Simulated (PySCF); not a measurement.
CH$_{9}$B$_{4}$N$_{3}$ (SMILES BCN1BNBNB1)

```xyz
17

B    -2.7557    0.0254    0.0636
C    -1.5236   -0.6027   -0.6762
N    -0.1978   -0.2425   -0.1734
B     0.5971   -1.1986    0.5046
N     1.8588   -0.7908    1.0088
B     2.3601    0.5242    0.8673
N     1.5281    1.4395    0.1787
B     0.2573    1.0919   -0.3427
H    -2.6186    0.6635    1.0313
H    -3.8234   -0.1729   -0.3696
H    -1.5749   -0.3569   -1.7456
H    -1.6258   -1.6952   -0.6401
H     0.2282   -2.3085    0.6436
H     2.4223   -1.4743    1.4905
H     3.4092    0.8383    1.2934
H     1.8512    2.3865    0.0542
H    -0.3996    1.8851   -0.9119
```

Geometry: GFN2-xTB.

Theory: CAM-B3LYP/def2-SVPD, SCF density, gas phase (PySCF 2.14.0).

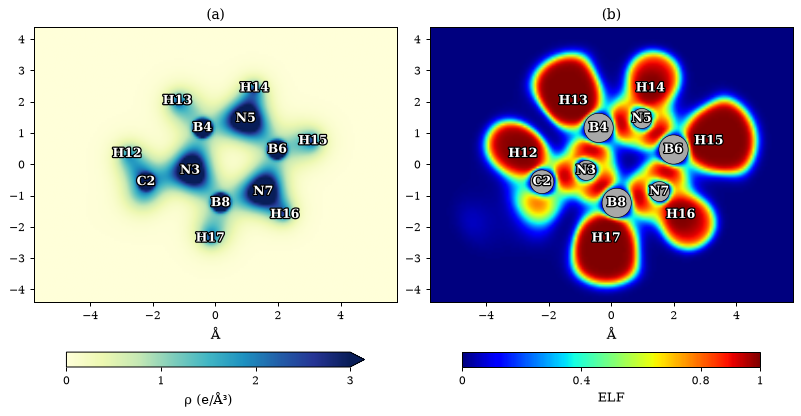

Figure 1. (a) electron density; (b) ELF on the plane of atoms N3, B8 and H17. Grey discs cover the atomic cores in the ELF map.

Question: Interpret the plot.

Answer:
- Atoms in the plane: C, N, B and H.
- B–N (1.41 Å): the density is about 1.9 e/Å³ at the midpoint; the ELF peaks at about 0.95 between the atoms (a polar covalent bond).
- C–N (1.46 Å): the density is about 1.9 e/Å³ at the midpoint; the ELF peaks at about 0.95 between the atoms (a covalent bond).
- N–H (1.01 Å): ρ at the midpoint is about 2.8 e/Å³; the ELF climbs to about 1 towards the hydrogen, as it does in any bond to H (a covalent bond by its length).
- C–H (1.10 Å): ρ is about 1.9 e/Å³ halfway; the ELF climbs to about 1 towards the hydrogen: a covalent bond by its length.
- B–H (1.18 Å): ρ is about 1.3 e/Å³ halfway; the ELF climbs to about 1 towards the hydrogen; a covalent bond by its length.

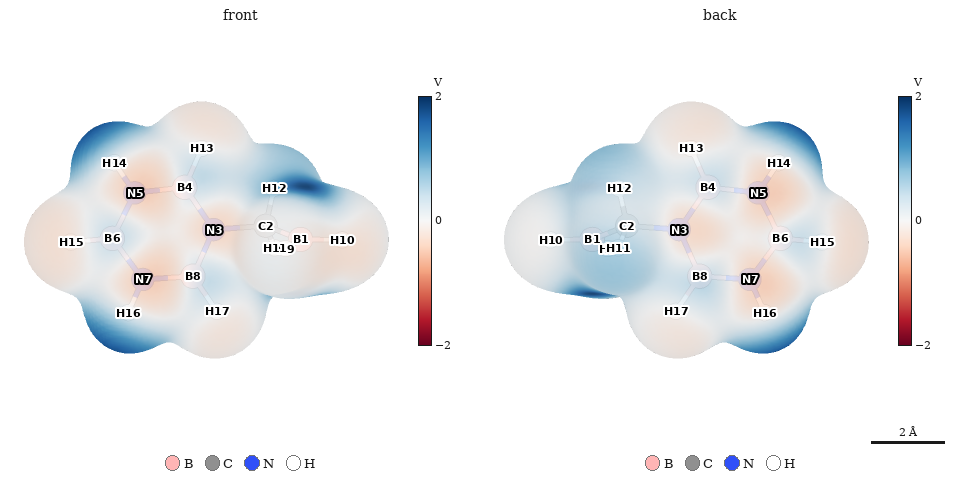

Figure 2. The electrostatic potential painted on the density surface at 0.002 e/bohr³, seen from the front and from behind; the colour scale runs from red (negative) to blue (positive).

Question: Where is the surface potential most negative and most positive?

Answer: The most negative region (about −0.5 V) lies over N5 and N7, the most positive (about +1.7 V) over B1, H14 and H16.

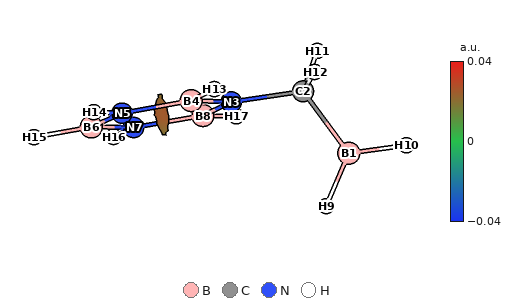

Figure 3. Non-covalent interaction (NCI) plot: the surface where the reduced density gradient is 0.4, for densities under 0.05 a.u., coloured by sign(λ₂)ρ; seen from one side.

Question: Identify the weak interactions.

Answer: Inside the ring or cage of N3, B4, N5, B6, N7 and B8: steric crowding (red).
